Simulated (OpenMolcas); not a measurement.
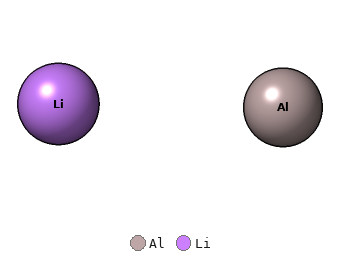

The molecule at the reference distance of 3.027 Å.

**Relativistic diatomic calculation: AlLi⁺ (part 1 of 2)**

AlLi⁺. Computed at this level: SA-CASSCF(3,8)/XMS-CASPT2 + RASSI spin-orbit (X2C scalar, AMFI), ANO-RCC-VTZP (OpenMolcas).

Summary:

- outcome: converged
- lowest spin-free state: ²Π
- lowest spin-orbit level: Ω = 1/2, −249.72007 hartree
- next level: Ω = 3/2, 71 cm⁻¹
- hardware: 1 thread of Intel Xeon @ 2.90GHz (Ice Lake), 64 GiB of memory available, shared host
- wall time: 28 s

Input file:
```
&GATEWAY
Coord
2
angstrom
Al 0.0 0.0 0.0
Li 0.0 0.0 3.0270
Basis=ANO-RCC-VTZP
Group=XY
RX2C
AMFI
ANGMom
0.0 0.0 0.0
RICD
&SEWARD
&GUESSORB
&RASSCF
FileOrb=$CurrDir/o22.orb
Symmetry=2
Spin=2
nActEl=3 0 0
Inactive=4 2
RAS2=4 4
CIRoot=6 6 1
Linear
Iterations=120 100
OrbListing=Nothing
PRWF=0.15
>>COPY $Project.RasOrb $CurrDir/o22.orb
>>COPY $Project.rasscf.h5 $CurrDir/r22.h5
&CASPT2
XMultistate=all
Imaginary=0.2
IPEA=0.25
MaxIter=40
>>COPY $Project.JobMix JOB001
&RASSCF
CIOnly
FileOrb=$CurrDir/ref.orb
Symmetry=2
Spin=4
nActEl=3 0 0
Inactive=4 2
RAS2=4 4
CIRoot=2 2 1
Linear
Iterations=120 100
OrbListing=Nothing
PRWF=0.15
>>COPY $Project.RasOrb $CurrDir/o42.orb
>>COPY $Project.rasscf.h5 $CurrDir/r42.h5
&CASPT2
XMultistate=all
Imaginary=0.2
IPEA=0.25
MaxIter=40
>>COPY $Project.JobMix JOB002
&RASSCF
CIOnly
FileOrb=$CurrDir/ref.orb
Symmetry=1
Spin=4
nActEl=3 0 0
Inactive=4 2
RAS2=4 4
CIRoot=2 2 1
Linear
Iterations=120 100
OrbListing=Nothing
PRWF=0.15
>>COPY $Project.RasOrb $CurrDir/o41.orb
>>COPY $Project.rasscf.h5 $CurrDir/r41.h5
&CASPT2
XMultistate=all
Imaginary=0.2
IPEA=0.25
MaxIter=40
>>COPY $Project.JobMix JOB003
&RASSI
Nr of JobIphs=3 6 2 2
1 2 3 4 5 6
1 2
1 2
SpinOrbit
EJob
Omega
MEES
MESO
Properties=4
'AngMom' 3 'Mltpl  1' 1 'Mltpl  1' 2 'Mltpl  1' 3
Thrs=1.0d-4
>>COPY $Project.rassi.h5 $CurrDir/so.h5
```

The first orbital files come from an earlier step.

Run as:
```bash
pymolcas m.inp (one call a module block, same work directory)
```

Log (extracts):
```
++    Wave function specifications:
      Number of closed shell electrons          12
      Number of electrons in active shells       3
      Number of inactive orbitals                6
      Number of active orbitals                  8
      Number of secondary orbitals              50
      Spin quantum number                      0.5
      State symmetry                             2
++    Orbital specifications:
      Symmetry species                           1   2
                                                 a   b
      Frozen orbitals                            0   0
      Inactive orbitals                          4   2
      Active orbitals                            4   4
      RAS2 orbitals                              4   4
      Secondary orbitals                        26  24
      Number of basis functions                 34  30
      printout of CI-coefficients larger than  0.15 for root  1
      energy=    -249.583037
      conf/sym  1111 2222     Coeff  Weight
             9  0200 u000  -0.48462 0.23486
            10  0200 0u00   0.82800 0.68558
      printout of CI-coefficients larger than  0.15 for root  2
      energy=    -249.583037
      conf/sym  1111 2222     Coeff  Weight
             9  0200 u000  -0.82800 0.68558
            10  0200 0u00  -0.48462 0.23486
      printout of CI-coefficients larger than  0.15 for root  3
      energy=    -249.480642
      conf/sym  1111 2222     Coeff  Weight
            11  0200 00u0   0.15616 0.02439
            12  0200 000u  -0.87597 0.76733
            18  0ud0 0u00   0.19775 0.03911
            49  0uu0 d000  -0.15056 0.02267
            50  0uu0 0d00   0.28273 0.07993
      printout of CI-coefficients larger than  0.15 for root  4
      energy=    -249.480642
      conf/sym  1111 2222     Coeff  Weight
            11  0200 00u0  -0.87597 0.76733
            12  0200 000u  -0.15616 0.02439
            17  0ud0 u000   0.19775 0.03911
            49  0uu0 d000   0.28273 0.07993
            50  0uu0 0d00   0.15056 0.02267
      printout of CI-coefficients larger than  0.15 for root  5
      energy=    -249.399859
      conf/sym  1111 2222     Coeff  Weight
            11  0200 00u0  -0.35657 0.12714
            17  0ud0 u000  -0.44154 0.19496
            18  0ud0 0u00  -0.25428 0.06466
            49  0uu0 d000  -0.62947 0.39623
            50  0uu0 0d00  -0.36251 0.13141
      printout of CI-coefficients larger than  0.15 for root  6
      energy=    -249.399859
      conf/sym  1111 2222     Coeff  Weight
            12  0200 000u  -0.35657 0.12714
            17  0ud0 u000   0.25428 0.06466
            18  0ud0 0u00  -0.44154 0.19496
            49  0uu0 d000   0.36251 0.13141
            50  0uu0 0d00  -0.62947 0.39623
      Natural orbitals and occupation numbers for root  1
      sym 1:   0.000680   1.892825   0.067033   0.008187
      sym 2:   0.029412   0.990529   0.000047   0.011286
      Natural orbitals and occupation numbers for root  2
      sym 1:   0.000680   1.892825   0.067033   0.008187
      sym 2:   0.990529   0.029412   0.011286   0.000047
      Natural orbitals and occupation numbers for root  3
      sym 1:   0.010144   1.748763   0.188804   0.002509
      sym 2:   0.025870   0.181142   0.000372   0.842395
      Natural orbitals and occupation numbers for root  4
      sym 1:   0.010144   1.748763   0.188804   0.002509
      sym 2:   0.181142   0.025870   0.842395   0.000372
      Natural orbitals and occupation numbers for root  5
      sym 1:   0.031208   1.129619   0.811330   0.010661
      sym 2:   0.840661   0.009727   0.165171   0.001623
      Natural orbitals and occupation numbers for root  6
      sym 1:   0.031208   1.129619   0.811330   0.010661
      sym 2:   0.001623   0.840661   0.009727   0.165171
      RASSCF energy for state  6                   -249.39985931
::    RASSCF root number  1 Total energy:   -249.58303743
::    RASSCF root number  2 Total energy:   -249.58303743
::    RASSCF root number  3 Total energy:   -249.48064177
::    RASSCF root number  4 Total energy:   -249.48064177
::    RASSCF root number  5 Total energy:   -249.39985931
::    RASSCF root number  6 Total energy:   -249.39985931
      Von Neumann Entropy (Root   1) =  0.90989
++    Wave function specifications:
      Number of closed shell electrons           6
      Number of electrons in active shells       3
      Number of inactive orbitals                3
      Number of active orbitals                  8
      Number of secondary orbitals              50
      Spin quantum number                      0.5
      State symmetry                             2
      Number of CSFs                            84
      Number of CASSCF root(s) available         6
      CASPT2 state passed to geometry opt.       6
      A file JOBMIX will be created
      This is a MULTI-STATE CASSCF reference
      Number of CI roots used                    6
      These are:                                 1   2   3   4   5   6
      Off-diagonal elements of Heff are computed
  FINAL CASPT2 RESULT:
      Reference energy:        -249.5830374345
      E2 (Non-variational):      -0.1346692610
      Shift correction:          -0.0014257750
      E2 (Variational):          -0.1360950360
      Total energy:            -249.7191324705
      Reference weight:           0.96803
  FINAL CASPT2 RESULT:
      Reference energy:        -249.5830374344
      E2 (Non-variational):      -0.1346692573
      Shift correction:          -0.0014257736
      E2 (Variational):          -0.1360950309
      Total energy:            -249.7191324653
      Reference weight:           0.96803
  FINAL CASPT2 RESULT:
      Reference energy:        -249.4806417743
      E2 (Non-variational):      -0.1248012407
      Shift correction:          -0.0008299507
      E2 (Variational):          -0.1256311914
      Total energy:            -249.6062729658
      Reference weight:           0.97879
  FINAL CASPT2 RESULT:
      Reference energy:        -249.4806417743
      E2 (Non-variational):      -0.1248012397
      Shift correction:          -0.0008299502
      E2 (Variational):          -0.1256311899
      Total energy:            -249.6062729642
      Reference weight:           0.97879
  FINAL CASPT2 RESULT:
      Reference energy:        -249.3998593075
      E2 (Non-variational):      -0.1320851996
      Shift correction:          -0.0028403435
      E2 (Variational):          -0.1349255431
      Total energy:            -249.5347848505
      Reference weight:           0.95986
  FINAL CASPT2 RESULT:
      Reference energy:        -249.3998593073
      E2 (Non-variational):      -0.1320851908
      Shift correction:          -0.0028403392
      E2 (Variational):          -0.1349255301
      Total energy:            -249.5347848374
      Reference weight:           0.95986
       Total XMS-CASPT2 energies:
::    XMS-CASPT2 Root  1     Total energy:   -249.71990438
::    XMS-CASPT2 Root  2     Total energy:   -249.71990438
::    XMS-CASPT2 Root  3     Total energy:   -249.60403510
::    XMS-CASPT2 Root  4     Total energy:   -249.60403510
::    XMS-CASPT2 Root  5     Total energy:   -249.53625081
::    XMS-CASPT2 Root  6     Total energy:   -249.53625080
++    Wave function specifications:
      Number of closed shell electrons          12
      Number of electrons in active shells       3
      Number of inactive orbitals                6
      Number of active orbitals                  8
      Number of secondary orbitals              50
      Spin quantum number                      1.5
      State symmetry                             2
      printout of CI-coefficients larger than  0.15 for root  1
      energy=    -249.492962
      conf/sym  1111 2222     Coeff  Weight
             9  0uu0 u000   0.46395 0.21525
            10  0uu0 0u00  -0.87720 0.76948
      printout of CI-coefficients larger than  0.15 for root  2
      energy=    -249.492962
      conf/sym  1111 2222     Coeff  Weight
             9  0uu0 u000   0.87720 0.76948
            10  0uu0 0u00   0.46395 0.21525
      Natural orbitals and occupation numbers for root  1
      sym 1:   0.004929   0.998222   0.994295   0.001002
      sym 2:   0.000776   0.996069   0.000776   0.003931
      Natural orbitals and occupation numbers for root  2
      sym 1:   0.004929   0.998222   0.994295   0.001002
      sym 2:   0.996069   0.000776   0.003931   0.000776
      RASSCF energy for state  2                   -249.49296207
::    RASSCF root number  1 Total energy:   -249.49296207
::    RASSCF root number  2 Total energy:   -249.49296207
      Von Neumann Entropy (Root   1) =  1.55582
++    Wave function specifications:
      Number of closed shell electrons           6
      Number of electrons in active shells       3
      Number of inactive orbitals                3
      Number of active orbitals                  8
      Number of secondary orbitals              50
      Spin quantum number                      1.5
      State symmetry                             2
      Number of CSFs                            28
      Number of CASSCF root(s) available         2
      CASPT2 state passed to geometry opt.       2
      A file JOBMIX will be created
      This is a MULTI-STATE CASSCF reference
      Number of CI roots used                    2
      These are:                                 1   2
      Off-diagonal elements of Heff are computed
  FINAL CASPT2 RESULT:
      Reference energy:        -249.4929620787
      E2 (Non-variational):      -0.1215021904
      Shift correction:          -0.0008884563
      E2 (Variational):          -0.1223906468
      Total energy:            -249.6153527255
      Reference weight:           0.97884
  FINAL CASPT2 RESULT:
      Reference energy:        -249.4929620786
      E2 (Non-variational):      -0.1215021896
      Shift correction:          -0.0008884561
      E2 (Variational):          -0.1223906457
      Total energy:            -249.6153527244
      Reference weight:           0.97884
       Total XMS-CASPT2 energies:
::    XMS-CASPT2 Root  1     Total energy:   -249.61535273
::    XMS-CASPT2 Root  2     Total energy:   -249.61535272
++    Wave function specifications:
      Number of closed shell electrons          12
      Number of electrons in active shells       3
      Number of inactive orbitals                6
      Number of active orbitals                  8
      Number of secondary orbitals              50
      Spin quantum number                      1.5
      State symmetry                             1
      printout of CI-coefficients larger than  0.15 for root  1
      energy=    -249.455083
      conf/sym  1111 2222     Coeff  Weight
            11  0u00 uu00  -0.99491 0.98985
      printout of CI-coefficients larger than  0.15 for root  2
      energy=    -249.325227
      conf/sym  1111 2222     Coeff  Weight
             1  uuu0 0000  -0.89927 0.80868
            12  0u00 u0u0   0.28780 0.08283
            15  0u00 0u0u   0.28780 0.08283
      Natural orbitals and occupation numbers for root  1
      sym 1:   0.000006   0.997212   0.002782  -0.000000
      sym 2:   0.997443   0.997443   0.002557   0.002557
      Natural orbitals and occupation numbers for root  2
      sym 1:   0.813107   0.999394   0.813107   0.000606
      sym 2:   0.093447   0.093447   0.093447   0.093447
      RASSCF energy for state  2                   -249.32522667
::    RASSCF root number  1 Total energy:   -249.45508296
::    RASSCF root number  2 Total energy:   -249.32522667
      Von Neumann Entropy (Root   1) =  1.53957
++    Wave function specifications:
      Number of closed shell electrons           6
      Number of electrons in active shells       3
      Number of inactive orbitals                3
      Number of active orbitals                  8
      Number of secondary orbitals              50
      Spin quantum number                      1.5
      State symmetry                             1
      Number of CSFs                            28
      Number of CASSCF root(s) available         2
      CASPT2 state passed to geometry opt.       2
      A file JOBMIX will be created
      This is a MULTI-STATE CASSCF reference
      Number of CI roots used                    2
      These are:                                 1   2
      Off-diagonal elements of Heff are computed
  FINAL CASPT2 RESULT:
      Reference energy:        -249.4550829669
      E2 (Non-variational):      -0.1209901187
      Shift correction:          -0.0008608839
      E2 (Variational):          -0.1218510026
      Total energy:            -249.5769339695
      Reference weight:           0.97847
  FINAL CASPT2 RESULT:
      Reference energy:        -249.3252266823
      E2 (Non-variational):      -0.1354594833
      Shift correction:          -0.0058227430
      E2 (Variational):          -0.1412822263
      Total energy:            -249.4665089086
      Reference weight:           0.95151
       Total XMS-CASPT2 energies:
::    XMS-CASPT2 Root  1     Total energy:   -249.57693397
::    XMS-CASPT2 Root  2     Total energy:   -249.46650891
  SPIN-FREE ENERGIES:
  (Shifted by EMIN (a.u.) =       -249.7199043805)
 SF State       Relative EMIN(au)   Rel lowest level(eV)    D:o, cm**(-1)      Abs_M
     1             0.0000000000        0.0000000000              0.0000         1.0
     2             0.0000000052        0.0000001414              0.0011         1.0
     7             0.1045516550        2.8449954670          22946.4359         1.0
     8             0.1045516561        2.8449954967          22946.4362         1.0
     3             0.1158692826        3.1529638039          25430.3681         1.0
     4             0.1158692826        3.1529638039          25430.3681         1.0
     9             0.1429704110        3.8904230743          31378.3782         0.0
     5             0.1836535735        4.9974683239          40307.3003         1.0
     6             0.1836535848        4.9974686322          40307.3028         1.0
    10             0.2533954719        6.8952420580          55613.8778         0.0
```

(Continued in part 2.)
